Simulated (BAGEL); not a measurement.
**A workflow on CH7NOSi (SMILES CO[SiH2]N)**

Aim: a single-point energy (HF/cc-pVDZ), then a single-point energy (NEVPT2(2,2)/cc-pVDZ), then a single-point energy (CASPT2(2,2)/cc-pVDZ) of CH7NOSi. 

Program for the calculation: BAGEL 1.2.2.

1 further run of the same task is left out (set aside as unsound or not needed).

## 1. The structure to begin with

CH7NOSi has 11 atoms, charge 0, and is taken as a singlet. As SMILES, `CO[SiH2]N`. The C1–O2 distance was set to 1.899 Å, away from the relaxed value.

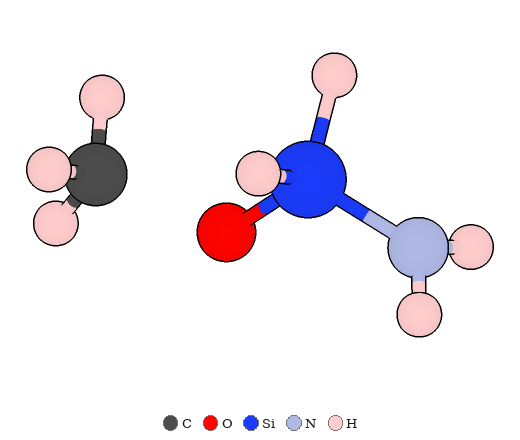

The structure, seen from a chosen angle (carbon dark grey, oxygen red, silicon blue, nitrogen light blue, hydrogen pink).

## 2. A single-point energy at HF/cc-pVDZ (density fitting with svp-jkfit) (run 1)

Contents of input.json:

```json
{ "bagel" : [

{
  "title" : "molecule",
  "basis" : "cc-pvdz.json",
  "df_basis" : "svp-jkfit",
  "angstrom" : true,
  "geometry" : [
    { "atom" : "C", "xyz" : [      -0.670946,       2.133044,       0.754769 ] },
    { "atom" : "O", "xyz" : [      -0.610600,       0.508700,      -0.227100 ] },
    { "atom" : "Si", "xyz" : [       0.533800,      -0.642700,       0.054300 ] },
    { "atom" : "N", "xyz" : [       0.344700,      -2.006900,      -0.943700 ] },
    { "atom" : "H", "xyz" : [       0.242754,       2.724044,       0.616869 ] },
    { "atom" : "H", "xyz" : [      -1.517146,       2.722344,       0.396969 ] },
    { "atom" : "H", "xyz" : [      -0.806346,       1.952944,       1.828369 ] },
    { "atom" : "H", "xyz" : [       0.421900,      -1.079900,       1.472300 ] },
    { "atom" : "H", "xyz" : [       1.874600,      -0.055000,      -0.212100 ] },
    { "atom" : "H", "xyz" : [      -0.403400,      -2.661100,      -0.783300 ] },
    { "atom" : "H", "xyz" : [       0.593600,      -1.968000,      -1.918400 ] }
  ]
},

{
  "title" : "hf"
},

{
  "title" : "print",
  "file" : "orbitals.molden",
  "orbitals" : true
}

]}
```

The basis set cc-pVDZ is read from a file made from the Basis Set Exchange's data (not shown).

The run is started by

```sh
BAGEL_NUM_THREADS=1 BAGEL input.json > input.out
```

Log:

```text
* using 1 threads per process

  ===============================================================
  ===============================================================

  *** Geometry ***

  { "atom" : "C", "xyz" : [     -1.267904,      4.030869,      1.426307 ] },
  { "atom" : "O", "xyz" : [     -1.153867,      0.961304,     -0.429157 ] },
  { "atom" : "Si", "xyz" : [      1.008736,     -1.214527,      0.102612 ] },
  { "atom" : "N", "xyz" : [      0.651389,     -3.792491,     -1.783335 ] },
  { "atom" : "H", "xyz" : [      0.458739,      5.147697,      1.165713 ] },
  { "atom" : "H", "xyz" : [     -2.866990,      5.144485,      0.750163 ] },
  { "atom" : "H", "xyz" : [     -1.523773,      3.690529,      3.455117 ] },
  { "atom" : "H", "xyz" : [      0.797275,     -2.040715,      2.782244 ] },
  { "atom" : "H", "xyz" : [      3.542481,     -0.103935,     -0.400811 ] },
  { "atom" : "H", "xyz" : [     -0.762316,     -5.028750,     -1.480222 ] },
  { "atom" : "H", "xyz" : [      1.121741,     -3.718981,     -3.625251 ] },

  Number of auxiliary basis functions:      483

  Since a DF basis is specified, we compute 2- and 3-index integrals:
    o Being stored without compression. Storage requirement is 0.035 GB

  Number of basis functions:       95
  Number of electrons      :       42

    * METHOD: MOLECULE                             0.22

  *** RHF ***

  === Nuclear Repulsion ===
   170.7490688946

      * DIIS with orbital gradients will be used.

  === RHF iteration (cc-pvdz.json) ===
      0       -459.82779239          0.01838020           0.06
      1       -460.00029351          0.01428608           0.06
      2       -460.16010455          0.00198191           0.06
      3       -460.16310497          0.00104547           0.06
      4       -460.16400453          0.00015447           0.06
      5       -460.16403414          0.00005426           0.06
      6       -460.16404043          0.00002951           0.06
      7       -460.16404249          0.00000702           0.06
      8       -460.16404265          0.00000269           0.06
      9       -460.16404267          0.00000092           0.07
     10       -460.16404267          0.00000050           0.06
     11       -460.16404267          0.00000023           0.06
     12       -460.16404267          0.00000006           0.06
     13       -460.16404267          0.00000002           0.06
     14       -460.16404267          0.00000001           0.06
    * SCF iteration converged.

    * Permanent dipole moment:
           (    0.227340,    -0.769599,    -0.298461) a.u.

    * METHOD: HF                                   1.07

    * METHOD: PRINT                                0.02

  ===============================================================
```

Run time: 1.6 s. Hardware: 1 thread of Arm Neoverse V2, shared host; peak memory 0.15 GiB.

## 3. The energy at NEVPT2(2,2)/cc-pVDZ (density fitting with svp-jkfit) (run 2)

Contents of input.json:

```json
{ "bagel": [

{
  "title": "molecule",
  "basis": "cc-pvdz.json",
  "df_basis": "svp-jkfit",
  "angstrom": true,
  "geometry": [
    { "atom": "C", "xyz": [   -0.670946,    2.133044,    0.754769 ] },
    { "atom": "O", "xyz": [   -0.610600,    0.508700,   -0.227100 ] },
    { "atom": "Si", "xyz": [    0.533800,   -0.642700,    0.054300 ] },
    { "atom": "N", "xyz": [    0.344700,   -2.006900,   -0.943700 ] },
    { "atom": "H", "xyz": [    0.242754,    2.724044,    0.616869 ] },
    { "atom": "H", "xyz": [   -1.517146,    2.722344,    0.396969 ] },
    { "atom": "H", "xyz": [   -0.806346,    1.952944,    1.828369 ] },
    { "atom": "H", "xyz": [    0.421900,   -1.079900,    1.472300 ] },
    { "atom": "H", "xyz": [    1.874600,   -0.055000,   -0.212100 ] },
    { "atom": "H", "xyz": [   -0.403400,   -2.661100,   -0.783300 ] },
    { "atom": "H", "xyz": [    0.593600,   -1.968000,   -1.918400 ] }
  ]
},
{
  "title": "hf"
},
{
  "title": "casscf",
  "nstate": 1,
  "nact": 2,
  "nclosed": 20,
  "active": [17, 22],
  "maxiter": 200,
  "natocc": true
},
{
  "title": "nevpt2",
  "nstate": 1,
  "nact": 2,
  "nclosed": 20,
  "active": [17, 22],
  "maxiter": 200,
  "natocc": true,
  "ncore": 8
},
{
  "title": "print",
  "file": "orbitals.molden",
  "orbitals": true
}

]}
```

The basis set cc-pVDZ is read from a file made from the Basis Set Exchange's data (not shown).

The run is started by

```sh
BAGEL_NUM_THREADS=1 BAGEL input.json > input.out
```

Log:

```text
* using 1 threads per process

  ===============================================================
  ===============================================================

  *** Geometry ***

  { "atom" : "C", "xyz" : [     -1.267904,      4.030869,      1.426307 ] },
  { "atom" : "O", "xyz" : [     -1.153867,      0.961304,     -0.429157 ] },
  { "atom" : "Si", "xyz" : [      1.008736,     -1.214527,      0.102612 ] },
  { "atom" : "N", "xyz" : [      0.651389,     -3.792491,     -1.783335 ] },
  { "atom" : "H", "xyz" : [      0.458739,      5.147697,      1.165713 ] },
  { "atom" : "H", "xyz" : [     -2.866990,      5.144485,      0.750163 ] },
  { "atom" : "H", "xyz" : [     -1.523773,      3.690529,      3.455117 ] },
  { "atom" : "H", "xyz" : [      0.797275,     -2.040715,      2.782244 ] },
  { "atom" : "H", "xyz" : [      3.542481,     -0.103935,     -0.400811 ] },
  { "atom" : "H", "xyz" : [     -0.762316,     -5.028750,     -1.480222 ] },
  { "atom" : "H", "xyz" : [      1.121741,     -3.718981,     -3.625251 ] },

  Number of auxiliary basis functions:      483

  Since a DF basis is specified, we compute 2- and 3-index integrals:
    o Being stored without compression. Storage requirement is 0.035 GB

  Number of basis functions:       95
  Number of electrons      :       42

    * METHOD: MOLECULE                             0.22

  *** RHF ***

  === Nuclear Repulsion ===
   170.7490688946

      * DIIS with orbital gradients will be used.

  === RHF iteration (cc-pvdz.json) ===
      0       -459.82779239          0.01838020           0.06
      1       -460.00029351          0.01428608           0.06
      2       -460.16010455          0.00198191           0.06
      3       -460.16310497          0.00104547           0.06
      4       -460.16400453          0.00015447           0.06
      5       -460.16403414          0.00005426           0.06
      6       -460.16404043          0.00002951           0.06
      7       -460.16404249          0.00000702           0.06
      8       -460.16404265          0.00000269           0.06
      9       -460.16404267          0.00000092           0.07
     10       -460.16404267          0.00000050           0.06
     11       -460.16404267          0.00000023           0.06
     12       -460.16404267          0.00000006           0.06
     13       -460.16404267          0.00000002           0.06
     14       -460.16404267          0.00000001           0.06
    * SCF iteration converged.

    * Permanent dipole moment:
           (    0.227340,    -0.769599,    -0.298461) a.u.

    * METHOD: HF                                   1.08

  ---------------------------
      CASSCF calculation
  ---------------------------

    ==== Active orbitals : =====
         Orbital 17
         Orbital 22
    ============================

    * nstate   :      1
    * nclosed  :     20
    * nact     :      2
    * nvirt    :     73
  === CASSCF iteration (cc-pvdz.json) ===

    * Using the second-order algorithm

      0  0      -460.16684235     5.65e-04      0.02

      1  0      -460.19868400     2.48e-03      0.31

      2  0      -460.20436867     1.29e-03      0.37

      3  0      -460.20494877     6.78e-04      0.37

      4  0      -460.20506078     3.29e-04      0.40

      5  0      -460.20508464     1.53e-04      0.39

      6  0      -460.20508970     7.06e-05      0.40

      7  0      -460.20509076     3.24e-05      0.40

      8  0      -460.20509099     1.48e-05      0.40

      9  0      -460.20509104     6.80e-06      0.39

     10  0      -460.20509105     3.11e-06      0.40

     11  0      -460.20509105     1.42e-06      0.40

     12  0      -460.20509105     6.52e-07      0.38

     13  0      -460.20509105     2.99e-07      0.37

     14  0      -460.20509105     1.37e-07      0.35

     15  0      -460.20509105     6.25e-08      0.33

     16  0      -460.20509105     2.86e-08      0.33

     17  0      -460.20509105     1.31e-08      0.31

     18  0      -460.20509105     5.99e-09      0.27

    * Second-order optimization converged. *

     guess   0:   closed 1.                   open ..

  === FCI iteration ===

      0  0      -460.16053468     9.81e-02      0.00
      1  0      -460.20371816     1.43e-02      0.00
      2  0 *    -460.20509105     6.89e-16      0.00

     * ci vector, state   0, <S^2> = 0.0000
       2.     0.9749177046
       .2    -0.2225656517

    * METHOD: CASSCF                               6.73

    * freezing 8 orbitals

  === DF-NEVPT2 calculation ===

    * 3-index integral transformation done
    * assembly done

      NEVPT2 correlation energy:   -0.5720925202      0.23

          (+0)     -0.4538603235
          (+0)'    -0.0440001859
          (+1)     -0.0145585876
          (+1)'    -0.0000000000
          (+2)     -0.0010913024
          (-1)     -0.0549545701
          (-1)'     0.0000000000
          (-2)     -0.0036275507

      NEVPT2 total energy:       -460.7771835684

    * METHOD: NEVPT2                               0.35

    * METHOD: PRINT                                0.02

  ===============================================================
```

Run time: 8.7 s. Hardware: 1 thread of Arm Neoverse V2, shared host; peak memory 0.15 GiB.

## 4. The energy at CASPT2(2,2)/cc-pVDZ (density fitting with svp-jkfit) (run 3)

Contents of caspt2.json:

```json
{ "bagel" : [

{
  "title" : "molecule",
  "basis" : "cc-pvdz.json",
  "df_basis" : "svp-jkfit",
  "angstrom" : true,
  "geometry" : [
    { "atom" : "C", "xyz" : [      -0.670946,       2.133044,       0.754769 ] },
    { "atom" : "O", "xyz" : [      -0.610600,       0.508700,      -0.227100 ] },
    { "atom" : "Si", "xyz" : [       0.533800,      -0.642700,       0.054300 ] },
    { "atom" : "N", "xyz" : [       0.344700,      -2.006900,      -0.943700 ] },
    { "atom" : "H", "xyz" : [       0.242754,       2.724044,       0.616869 ] },
    { "atom" : "H", "xyz" : [      -1.517146,       2.722344,       0.396969 ] },
    { "atom" : "H", "xyz" : [      -0.806346,       1.952944,       1.828369 ] },
    { "atom" : "H", "xyz" : [       0.421900,      -1.079900,       1.472300 ] },
    { "atom" : "H", "xyz" : [       1.874600,      -0.055000,      -0.212100 ] },
    { "atom" : "H", "xyz" : [      -0.403400,      -2.661100,      -0.783300 ] },
    { "atom" : "H", "xyz" : [       0.593600,      -1.968000,      -1.918400 ] }
  ]
},

{ "title" : "hf" },

{ "title" : "casscf", "nstate" : 1, "nact" : 2, "nclosed" : 20, "active" : [17, 22], "maxiter" : 200, "natocc" : true },

{ "title" : "print", "file" : "orbitals.molden", "orbitals" : true },

{ "title" : "smith", "method" : "caspt2", "ms" : true, "xms" : true, "sssr" : true, "shift" : 0.2, "shift_imag" : true, "ncore" : 8 }

]}
```

The basis set cc-pVDZ is read from a file made from the Basis Set Exchange's data (not shown).

The run is started by

```sh
BAGEL_NUM_THREADS=1 BAGEL caspt2.json > caspt2.out
```

Log:

```text
* using 1 threads per process

  ===============================================================
  ===============================================================

  *** Geometry ***

  { "atom" : "C", "xyz" : [     -1.267904,      4.030869,      1.426307 ] },
  { "atom" : "O", "xyz" : [     -1.153867,      0.961304,     -0.429157 ] },
  { "atom" : "Si", "xyz" : [      1.008736,     -1.214527,      0.102612 ] },
  { "atom" : "N", "xyz" : [      0.651389,     -3.792491,     -1.783335 ] },
  { "atom" : "H", "xyz" : [      0.458739,      5.147697,      1.165713 ] },
  { "atom" : "H", "xyz" : [     -2.866990,      5.144485,      0.750163 ] },
  { "atom" : "H", "xyz" : [     -1.523773,      3.690529,      3.455117 ] },
  { "atom" : "H", "xyz" : [      0.797275,     -2.040715,      2.782244 ] },
  { "atom" : "H", "xyz" : [      3.542481,     -0.103935,     -0.400811 ] },
  { "atom" : "H", "xyz" : [     -0.762316,     -5.028750,     -1.480222 ] },
  { "atom" : "H", "xyz" : [      1.121741,     -3.718981,     -3.625251 ] },

  Number of auxiliary basis functions:      483

  Since a DF basis is specified, we compute 2- and 3-index integrals:
    o Being stored without compression. Storage requirement is 0.035 GB

  Number of basis functions:       95
  Number of electrons      :       42

    * METHOD: MOLECULE                             0.22

  *** RHF ***

  === Nuclear Repulsion ===
   170.7490688946

      * DIIS with orbital gradients will be used.

  === RHF iteration (cc-pvdz.json) ===
      0       -459.82779239          0.01838020           0.06
      1       -460.00029351          0.01428608           0.06
      2       -460.16010455          0.00198191           0.06
      3       -460.16310497          0.00104547           0.06
      4       -460.16400453          0.00015447           0.06
      5       -460.16403414          0.00005426           0.06
      6       -460.16404043          0.00002951           0.06
      7       -460.16404249          0.00000702           0.06
      8       -460.16404265          0.00000269           0.06
      9       -460.16404267          0.00000092           0.07
     10       -460.16404267          0.00000050           0.06
     11       -460.16404267          0.00000023           0.06
     12       -460.16404267          0.00000006           0.06
     13       -460.16404267          0.00000002           0.06
     14       -460.16404267          0.00000001           0.06
    * SCF iteration converged.

    * Permanent dipole moment:
           (    0.227340,    -0.769599,    -0.298461) a.u.

    * METHOD: HF                                   1.07

  ---------------------------
      CASSCF calculation
  ---------------------------

    ==== Active orbitals : =====
         Orbital 17
         Orbital 22
    ============================

    * nstate   :      1
    * nclosed  :     20
    * nact     :      2
    * nvirt    :     73
  === CASSCF iteration (cc-pvdz.json) ===

    * Using the second-order algorithm

      0  0      -460.16684235     5.65e-04      0.02

      1  0      -460.19868400     2.48e-03      0.31

      2  0      -460.20436867     1.29e-03      0.37

      3  0      -460.20494877     6.78e-04      0.37

      4  0      -460.20506078     3.29e-04      0.39

      5  0      -460.20508464     1.53e-04      0.39

      6  0      -460.20508970     7.06e-05      0.41

      7  0      -460.20509076     3.24e-05      0.40

      8  0      -460.20509099     1.48e-05      0.39

      9  0      -460.20509104     6.80e-06      0.39

     10  0      -460.20509105     3.11e-06      0.41

     11  0      -460.20509105     1.42e-06      0.40

     12  0      -460.20509105     6.52e-07      0.37

     13  0      -460.20509105     2.99e-07      0.37

     14  0      -460.20509105     1.37e-07      0.35

     15  0      -460.20509105     6.25e-08      0.33

     16  0      -460.20509105     2.86e-08      0.33

     17  0      -460.20509105     1.31e-08      0.31

     18  0      -460.20509105     5.99e-09      0.27

    * Second-order optimization converged. *

     guess   0:   closed 1.                   open ..

  === FCI iteration ===

      0  0      -460.16053468     9.81e-02      0.00
      1  0      -460.20371816     1.43e-02      0.00
      2  0 *    -460.20509105     6.89e-16      0.00

     * ci vector, state   0, <S^2> = 0.0000
       2.     0.9749177046
       .2    -0.2225656517

    * METHOD: CASSCF                               6.72

    * METHOD: PRINT                                0.02

  === SMITH program ===

    * freezing 8 orbitals

    * Approximate memory requirement for SMITH calulation per MPI process:
      o Storage requirement for T-amplitude, lambda, and residual is 0.03 GB
      o Storage requirement for MO integrals is 0.01 GB
    * Calculating and saving rdm4f

    * Zeroth order energy : state  0       -0.9099221178

    * CASPT2 iteration is performed using orthogonal basis

      -------------------------------------------  CASPT2 iteration  ---------------------------------------------------
       #      aibj      arbs      arbi      airj      risj      airs      arst      rist         Etot      error   time
      ------------------------------------------------------------------------------------------------------------------

       0  -0.45273  -0.00428  -0.05569  -0.01535  -0.00149  -0.04035  -0.00000  -0.00000   -0.5698853  0.0016240   0.11
       1  -0.45294  -0.00431  -0.05593  -0.01552  -0.00156  -0.04099  -0.00000  -0.00000   -0.5712527  0.0002273   0.10
       2  -0.45296  -0.00431  -0.05591  -0.01552  -0.00156  -0.04102  -0.00000  -0.00000   -0.5712879  0.0000389   0.10
       3  -0.45296  -0.00431  -0.05591  -0.01552  -0.00156  -0.04102  -0.00000  -0.00000   -0.5712887  0.0000073   0.10
       4  -0.45296  -0.00431  -0.05591  -0.01552  -0.00156  -0.04102  -0.00000  -0.00000   -0.5712887  0.0000015   0.11
       5  -0.45296  -0.00431  -0.05591  -0.01552  -0.00156  -0.04102  -0.00000  -0.00000   -0.5712887  0.0000003   0.11

      ------------------------------------------------------------------------------------------------------------------

    * CASPT2 energy : state  0     -460.7791266651
        w/o shift correction       -460.7763797362
        reference weight              0.8452632576

    * METHOD: SMITH                                0.89

  ===============================================================
```

It took 9.3 s on 1 thread of Arm Neoverse V2, shared host; peak memory 0.26 GiB.

## 5. What came out

| quantity | value |
| --- | --- |
| run 1, HF/cc-pVDZ: total energy | -460.16404 Eh |
| run 1, HF/cc-pVDZ: dipole moment | 2.18 D |
| run 1, HF/cc-pVDZ: HOMO energy | -10.79 eV |
| run 1, HF/cc-pVDZ: LUMO energy | 3.24 eV |
| run 1, HF/cc-pVDZ: HOMO–LUMO gap | 14.03 eV |
| run 2, NEVPT2(2,2)/cc-pVDZ: total energy | -460.77718 Eh |
| run 3, CASPT2(2,2)/cc-pVDZ: total energy | -460.77913 Eh |
